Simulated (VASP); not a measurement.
Band structure of Sn (space group Fd-3m). Level of theory: PBE GGA, VASP's PBE PAW potentials (set 64) (plane waves; VASP).

Unless said otherwise, spin-orbit coupling is left out, though it shifts the bands of the heavy elements here.

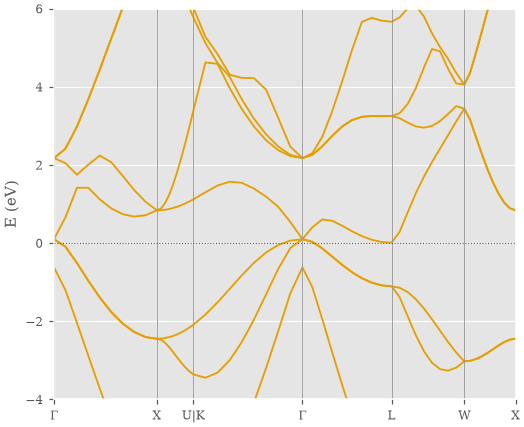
*Bands along high-symmetry lines, zero at the valence-band maximum or, without a gap, the Fermi level*

Question: Read the plot: is there a gap, and where are the band edges?

Answer: It has no gap at this level: it comes out as a metal or semimetal.

The structure is a typed Sn crystal (Fd-3m). The cell was not relaxed at this level.
